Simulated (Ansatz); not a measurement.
# C2H7AlS (SMILES [CH3][AlH][S]C), step by step

Aim: energy and gradient (singlet C2H7AlS, wB97/cc-pVDZ), then energy and forces (triplet C2H7AlS, U-wB97/cc-pVDZ), then energy and gradient (singlet C2H7AlS, wB97/cc-pVTZ), then energy and forces (triplet C2H7AlS, U-wB97/cc-pVTZ) of C2H7AlS. 

The calculation is run with Ansatz 0.2.0.

## (1) The system as given

C2H7AlS has 11 atoms, charge 0, and is taken as a singlet. As SMILES, `[CH3][AlH][S]C`. The coordinates come from a PBE0-D4/def2-TZVP relaxation. This is one conformer, not always the lowest.

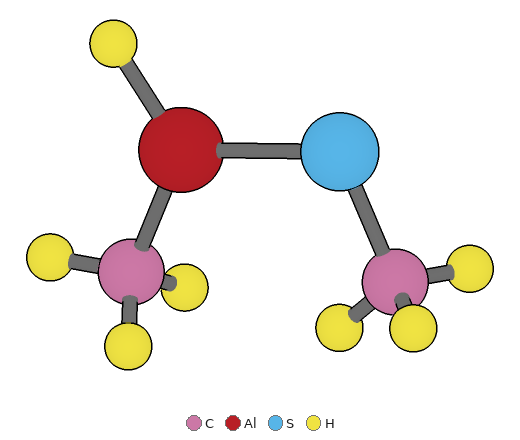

Viewed from a chosen angle; carbon pink, aluminium red, sulfur blue, hydrogen yellow.

## (2) Energy and forces at wB97/cc-pVDZ (run 1)

The input, molecule.yaml:

```yaml
crystal:
  periodic: [false, false, false]
  atoms:
    - {symbol: C, position_ang: [-0.798600, 1.448600, -0.484500]}
    - {symbol: Al, position_ang: [0.942000, 0.682800, -0.922900]}
    - {symbol: S, position_ang: [1.572500, -1.215200, -0.066200]}
    - {symbol: C, position_ang: [0.164400, -1.701800, 0.980900]}
    - {symbol: H, position_ang: [-0.897900, 1.636200, 0.589300]}
    - {symbol: H, position_ang: [-0.951600, 2.398900, -1.002200]}
    - {symbol: H, position_ang: [-1.617200, 0.780100, -0.769000]}
    - {symbol: H, position_ang: [1.997600, 1.349900, -1.897100]}
    - {symbol: H, position_ang: [0.509700, -1.803300, 2.009100]}
    - {symbol: H, position_ang: [-0.214200, -2.663300, 0.635900]}
    - {symbol: H, position_ang: [-0.641500, -0.970100, 0.947500]}
basis:
  gaussian:
    orbitals: cc-pVDZ
hamiltonian:
  xc: {name: wB97}
output:
  forces: true
  orbitals: {seedname: orbitals}
```

Command:

```bash
ansatz run molecule.yaml --threads 1 --pin off --max-ram 2610MiB --events-out events.jsonl --progress --plain --runs-dir runs
```

Output:

```text
Warning: RAYON_NUM_THREADS=1 ignored (pool sized by the plan → 1); use --threads N
Functional definition: wB97
  name "wB97"
  parameter omega = 0.4/bohr
  parameter cx1 = 1.13116
  parameter cx2 = -2.74915
  parameter cx3 = 12.0900
  parameter cx4 = -5.71642
  parameter css1 = -2.55352
  parameter css2 = 11.8926
  parameter css3 = -26.9452
  parameter css4 = 17.0927
  parameter cos1 = 3.99051
  parameter cos2 = -17.0066
  parameter cos3 = 1.07292
  parameter cos4 = 8.88211
  exchange = spin_sum(e_x_unif_sr(omega)*poly(b97_u_x, 1, cx1, cx2, cx3, cx4)) + exact_x_lr(omega)
  correlation = spin_sum(e_c_pw_same_spin*poly(b97_u_same, 1, css1, css2, css3, css4))
      + integral(e_c_pw_opposite_spin*poly(b97_u_opposite, 1, cos1, cos2, cos3, cos4))
1270 factors; their error is unknown
427 factors; integrals over basis functions are off by at most 2.0e-5 eV
mean field evaluation 1: about -19618.1496 eV, gradient 3.2e1 eV
mean field evaluation 2: about -19619.7968 eV, gradient 2.0e1 eV
mean field evaluation 4: about -19620.7527 eV, gradient 6.9e-1 eV
mean field evaluation 8: about -19620.7127 eV, gradient 1.2e-1 eV
mean field evaluation 16: about -19620.7127 eV, gradient 4.7e-5 eV
mean field -19620.71274764 eV, -721.0478940792 hartree, gradient 4.7e-5 eV, S^2 0.000000; 0 other end points of the search recorded, 0 dependent functions left out
the calculation of the forces begins
reference -19620.71273647 eV, -721.0478936683 hartree; 24, 24 occupied and 75, 75 virtual orbitals, 1270 factors
Total energy: -19620.71273647 eV, -721.0478936683 hartree
Atom 0 at    -0.798600     1.448600    -0.484500 Å, force     0.255185    -0.110309    -0.063372 eV/Å
Atom 1 at     0.942000     0.682800    -0.922900 Å, force     0.072830     0.091490    -0.095107 eV/Å
Atom 2 at     1.572500    -1.215200    -0.066200 Å, force     0.076730    -0.115307     0.031733 eV/Å
Atom 3 at     0.164400    -1.701800     0.980900 Å, force     0.302681     0.078640    -0.211145 eV/Å
Atom 4 at    -0.897900     1.636200     0.589300 Å, force    -0.041041     0.058142     0.341011 eV/Å
Atom 5 at    -0.951600     2.398900    -1.002200 Å, force    -0.067181     0.300800    -0.154471 eV/Å
Atom 6 at    -1.617200     0.780100    -0.769000 Å, force    -0.267371    -0.210077    -0.084106 eV/Å
Atom 7 at     1.997600     1.349900    -1.897100 Å, force     0.024788     0.013245    -0.021557 eV/Å
Atom 8 at     0.509700    -1.803300     2.009100 Å, force     0.090983    -0.042429     0.347768 eV/Å
Atom 9 at    -0.214200    -2.663300     0.635900 Å, force    -0.141559    -0.317640    -0.093484 eV/Å
Atom 10 at    -0.641500    -0.970100     0.947500 Å, force    -0.306046     0.253446     0.002731 eV/Å
Dipole moment:    -0.432401     0.123440     0.150537 e Å
```

Wall time 18 s (1 thread of Arm Neoverse N1, shared host); peak memory 0.22 GiB.

## (3) The triplet: energy and gradient at U-wB97/cc-pVDZ (run 2)

Changes to molecule.yaml since step 2:

```diff
@@ -15,8 +15,5 @@
 basis:
-  gaussian:
-    orbitals: cc-pVDZ
-hamiltonian:
-  xc: {name: wB97}
-output:
-  forces: true
-  orbitals: {seedname: orbitals}
+  gaussian: {orbitals: cc-pVDZ}
+magnetization: {spin_polarized: true, initial_magnetization: 2}
+hamiltonian: {xc: {name: wB97}}
+output: {forces: true}
```

Command:

```bash
ansatz run molecule.yaml --threads 1 --pin off --max-ram 2610MiB --events-out events.jsonl --progress --plain --runs-dir runs
```

Output:

```text
Warning: RAYON_NUM_THREADS=1 ignored (pool sized by the plan → 1); use --threads N
[... 17 set-up lines as earlier in the session ...]
      + integral(e_c_pw_opposite_spin*poly(b97_u_opposite, 1, cos1, cos2, cos3, cos4))
1270 factors; their error is unknown
427 factors; integrals over basis functions are off by at most 2.0e-5 eV
mean field evaluation 1: about -19610.7871 eV, gradient 2.6e1 eV
mean field evaluation 2: about -19612.8417 eV, gradient 1.8e1 eV
mean field evaluation 4: about -19614.6259 eV, gradient 7.5e-1 eV
mean field evaluation 8: about -19614.6745 eV, gradient 2.3e-1 eV
mean field evaluation 16: about -19614.6400 eV, gradient 1.3e-2 eV
mean field evaluation 32: about -19615.5324 eV, gradient 1.2e0 eV
mean field -19615.61641357 eV, -720.8606072564 hartree, gradient 2.6e-5 eV, S^2 2.009537; 6 other end points of the search recorded, 0 dependent functions left out
the calculation of the forces begins
reference -19615.61640750 eV, -720.8606070331 hartree; 25, 23 occupied and 74, 76 virtual orbitals, 1270 factors
Total energy: -19615.61640750 eV, -720.8606070331 hartree
Atom 0 at    -0.798600     1.448600    -0.484500 Å, force    -0.265504    -0.632712     0.544004 eV/Å
Atom 1 at     0.942000     0.682800    -0.922900 Å, force    -0.448176     3.290406    -1.830130 eV/Å
Atom 2 at     1.572500    -1.215200    -0.066200 Å, force     0.317150    -3.016756     1.723868 eV/Å
Atom 3 at     0.164400    -1.701800     0.980900 Å, force     0.374635     0.503736    -0.514931 eV/Å
Atom 4 at    -0.897900     1.636200     0.589300 Å, force    -0.175364     0.212975     0.328136 eV/Å
Atom 5 at    -0.951600     2.398900    -1.002200 Å, force     0.120799     0.237350    -0.214732 eV/Å
Atom 6 at    -1.617200     0.780100    -0.769000 Å, force    -0.410084    -0.065980    -0.114100 eV/Å
Atom 7 at     1.997600     1.349900    -1.897100 Å, force     0.291594    -0.306270     0.039314 eV/Å
Atom 8 at     0.509700    -1.803300     2.009100 Å, force     0.326592    -0.127892     0.350858 eV/Å
Atom 9 at    -0.214200    -2.663300     0.635900 Å, force     0.047431    -0.458325    -0.178988 eV/Å
Atom 10 at    -0.641500    -0.970100     0.947500 Å, force    -0.179073     0.363466    -0.133299 eV/Å
Dipole moment:    -0.238314    -1.070887     0.797277 e Å
```

Wall time 90 s (1 thread of Arm Neoverse N1, shared host); peak memory 0.43 GiB.

## (4) Energy and forces at wB97/cc-pVTZ (run 3)

The input, run.yaml:

```yaml
crystal:
  periodic: [false, false, false]
  atoms:
    - {symbol: C, position_ang: [-0.798600, 1.448600, -0.484500]}
    - {symbol: Al, position_ang: [0.942000, 0.682800, -0.922900]}
    - {symbol: S, position_ang: [1.572500, -1.215200, -0.066200]}
    - {symbol: C, position_ang: [0.164400, -1.701800, 0.980900]}
    - {symbol: H, position_ang: [-0.897900, 1.636200, 0.589300]}
    - {symbol: H, position_ang: [-0.951600, 2.398900, -1.002200]}
    - {symbol: H, position_ang: [-1.617200, 0.780100, -0.769000]}
    - {symbol: H, position_ang: [1.997600, 1.349900, -1.897100]}
    - {symbol: H, position_ang: [0.509700, -1.803300, 2.009100]}
    - {symbol: H, position_ang: [-0.214200, -2.663300, 0.635900]}
    - {symbol: H, position_ang: [-0.641500, -0.970100, 0.947500]}
basis:
  gaussian:
    orbitals: cc-pVTZ
hamiltonian:
  xc: {name: wB97}
output: {forces: true, orbitals: {seedname: orbitals}}
```

Command:

```bash
ansatz run run.yaml --threads 1 --pin off --max-ram 2610MiB --events-out events.jsonl --progress --plain --runs-dir runs
```

Output:

```text
Warning: RAYON_NUM_THREADS=1 ignored (pool sized by the plan → 1); use --threads N
[... 17 set-up lines as earlier in the session ...]
      + integral(e_c_pw_opposite_spin*poly(b97_u_opposite, 1, cos1, cos2, cos3, cos4))
1289 factors; their error is unknown
438 factors; integrals over basis functions are off by at most 3.0e-5 eV
mean field evaluation 1: about -19618.9775 eV, gradient 3.8e1 eV
mean field evaluation 2: about -19620.9466 eV, gradient 2.5e1 eV
mean field evaluation 4: about -19622.3729 eV, gradient 9.0e-1 eV
mean field evaluation 8: about -19622.3464 eV, gradient 3.1e-1 eV
mean field evaluation 16: about -19622.3465 eV, gradient 7.2e-5 eV
mean field -19622.34650068 eV, -721.1079333957 hartree, gradient 7.2e-5 eV, S^2 0.000000; 0 other end points of the search recorded, 0 dependent functions left out
the calculation of the forces begins
reference -19622.34648864 eV, -721.1079329534 hartree; 24, 24 occupied and 202, 202 virtual orbitals, 1289 factors
Total energy: -19622.34648864 eV, -721.1079329534 hartree
Atom 0 at    -0.798600     1.448600    -0.484500 Å, force     0.027038    -0.004378    -0.009311 eV/Å
Atom 1 at     0.942000     0.682800    -0.922900 Å, force     0.096100    -0.020452    -0.037225 eV/Å
Atom 2 at     1.572500    -1.215200    -0.066200 Å, force    -0.073581     0.046026     0.009888 eV/Å
Atom 3 at     0.164400    -1.701800     0.980900 Å, force     0.082006    -0.029541    -0.026908 eV/Å
Atom 4 at    -0.897900     1.636200     0.589300 Å, force    -0.014553    -0.005394    -0.023619 eV/Å
Atom 5 at    -0.951600     2.398900    -1.002200 Å, force    -0.021245    -0.021591     0.024292 eV/Å
Atom 6 at    -1.617200     0.780100    -0.769000 Å, force     0.005935     0.020022     0.016966 eV/Å
Atom 7 at     1.997600     1.349900    -1.897100 Å, force    -0.049540    -0.016453     0.036217 eV/Å
Atom 8 at     0.509700    -1.803300     2.009100 Å, force    -0.027847    -0.001846    -0.019102 eV/Å
Atom 9 at    -0.214200    -2.663300     0.635900 Å, force    -0.005331     0.025880     0.023513 eV/Å
Atom 10 at    -0.641500    -0.970100     0.947500 Å, force    -0.018983     0.007725     0.005289 eV/Å
Dipole moment:    -0.426336     0.109967     0.155764 e Å
```

Run time: 38 s. Hardware: 1 thread of Arm Neoverse N1, shared host; peak memory 0.43 GiB.

## (5) The triplet: energy and gradient at U-wB97/cc-pVTZ (run 4)

The input, job.yaml:

```yaml
crystal:
  periodic: [false, false, false]
  atoms:
    - {symbol: C, position_ang: [-0.798600, 1.448600, -0.484500]}
    - {symbol: Al, position_ang: [0.942000, 0.682800, -0.922900]}
    - {symbol: S, position_ang: [1.572500, -1.215200, -0.066200]}
    - {symbol: C, position_ang: [0.164400, -1.701800, 0.980900]}
    - {symbol: H, position_ang: [-0.897900, 1.636200, 0.589300]}
    - {symbol: H, position_ang: [-0.951600, 2.398900, -1.002200]}
    - {symbol: H, position_ang: [-1.617200, 0.780100, -0.769000]}
    - {symbol: H, position_ang: [1.997600, 1.349900, -1.897100]}
    - {symbol: H, position_ang: [0.509700, -1.803300, 2.009100]}
    - {symbol: H, position_ang: [-0.214200, -2.663300, 0.635900]}
    - {symbol: H, position_ang: [-0.641500, -0.970100, 0.947500]}
basis:
  gaussian: {orbitals: cc-pVTZ}
total_charge: 0
magnetization: {spin_polarized: true, initial_magnetization: 2}
hamiltonian: {xc: {name: wB97}}
output: {forces: true}
```

Command:

```bash
ansatz run job.yaml --threads 1 --pin off --max-ram 2610MiB --events-out events.jsonl --progress --plain --runs-dir runs
```

Output:

```text
Warning: RAYON_NUM_THREADS=1 ignored (pool sized by the plan → 1); use --threads N
[... 17 set-up lines as earlier in the session ...]
      + integral(e_c_pw_opposite_spin*poly(b97_u_opposite, 1, cos1, cos2, cos3, cos4))
1289 factors; their error is unknown
438 factors; integrals over basis functions are off by at most 3.0e-5 eV
mean field evaluation 1: about -19611.6881 eV, gradient 3.1e1 eV
mean field evaluation 2: about -19614.0490 eV, gradient 2.2e1 eV
mean field evaluation 4: about -19616.5364 eV, gradient 8.7e-1 eV
mean field evaluation 8: about -19616.5752 eV, gradient 2.0e-1 eV
mean field evaluation 16: about -19616.5484 eV, gradient 5.3e-3 eV
mean field evaluation 32: about -19617.2788 eV, gradient 4.2e-2 eV
mean field -19617.27881873 eV, -720.9216995190 hartree, gradient 1.8e-5 eV, S^2 2.009753; 6 other end points of the search recorded, 0 dependent functions left out
the calculation of the forces begins
reference -19617.27881222 eV, -720.9216992800 hartree; 25, 23 occupied and 201, 203 virtual orbitals, 1289 factors
Total energy: -19617.27881222 eV, -720.9216992800 hartree
Atom 0 at    -0.798600     1.448600    -0.484500 Å, force    -0.502119    -0.464166     0.563097 eV/Å
Atom 1 at     0.942000     0.682800    -0.922900 Å, force    -0.435057     3.063679    -1.695231 eV/Å
Atom 2 at     1.572500    -1.215200    -0.066200 Å, force     0.176319    -2.808677     1.667948 eV/Å
Atom 3 at     0.164400    -1.701800     0.980900 Å, force     0.164403     0.404336    -0.341827 eV/Å
Atom 4 at    -0.897900     1.636200     0.589300 Å, force    -0.136134     0.138435    -0.037353 eV/Å
Atom 5 at    -0.951600     2.398900    -1.002200 Å, force     0.154572    -0.085504    -0.029183 eV/Å
Atom 6 at    -1.617200     0.780100    -0.769000 Å, force    -0.123283     0.153926    -0.012522 eV/Å
Atom 7 at     1.997600     1.349900    -1.897100 Å, force     0.215056    -0.321373     0.089195 eV/Å
Atom 8 at     0.509700    -1.803300     2.009100 Å, force     0.203817    -0.080325    -0.012605 eV/Å
Atom 9 at    -0.214200    -2.663300     0.635900 Å, force     0.176098    -0.112101    -0.065390 eV/Å
Atom 10 at    -0.641500    -0.970100     0.947500 Å, force     0.106329     0.111770    -0.126127 eV/Å
Dipole moment:    -0.243177    -1.030181     0.774437 e Å
```

It took 3.6 min on 1 thread of Arm Neoverse N1, shared host; peak memory 0.92 GiB.

## (6) Summary of results

```
                                                      quantity          value
                             run 1, wB97/cc-pVDZ: total energy  -721.04789 Eh
                            run 1, wB97/cc-pVDZ: dipole moment         2.28 D
                              run 1, wB97/cc-pVDZ: HOMO energy       -9.52 eV
                              run 1, wB97/cc-pVDZ: LUMO energy        1.30 eV
                            run 1, wB97/cc-pVDZ: HOMO–LUMO gap       10.82 eV
                 run 1, wB97/cc-pVDZ: largest force on an atom     0.397 eV/Å
                                  triplet, run 2: total energy  -720.86061 Eh
                                 triplet, run 2: dipole moment         6.51 D
                                          triplet, run 2: ⟨S²⟩          2.010
                      triplet, run 2: largest force on an atom     3.792 eV/Å
                             run 3, wB97/cc-pVTZ: total energy  -721.10793 Eh
                            run 3, wB97/cc-pVTZ: dipole moment         2.24 D
                              run 3, wB97/cc-pVTZ: HOMO energy       -9.61 eV
                              run 3, wB97/cc-pVTZ: LUMO energy        1.19 eV
                            run 3, wB97/cc-pVTZ: HOMO–LUMO gap       10.80 eV
                 run 3, wB97/cc-pVTZ: largest force on an atom     0.105 eV/Å
                                  triplet, run 4: total energy  -720.92170 Eh
                                 triplet, run 4: dipole moment         6.30 D
                                          triplet, run 4: ⟨S²⟩          2.010
                      triplet, run 4: largest force on an atom     3.528 eV/Å
vertical energy of the triplet above the singlet, wB97/cc-pVDZ       5.096 eV
vertical energy of the triplet above the singlet, wB97/cc-pVTZ       5.068 eV
```

**Reading.** At wB97/cc-pVDZ: at this shape the triplet lies 5.10 eV (492 kJ/mol) above the singlet. The largest force (run 1, wB97/cc-pVDZ) is 0.40 eV/Å: the shape isn't a stationary point for this species at this level. At wB97/cc-pVTZ: at this shape the triplet lies 5.07 eV (117 kcal/mol) above the singlet. Mulliken charges (triplet, run 2) run from -0.23 on C1 to +0.24 on S3; they depend strongly on the basis. Mulliken charges (run 3, wB97/cc-pVTZ) run from -0.61 on C1 to +0.39 on Al2. Mulliken charges (triplet, run 4) run from -0.63 on C1 to +0.28 on S3.
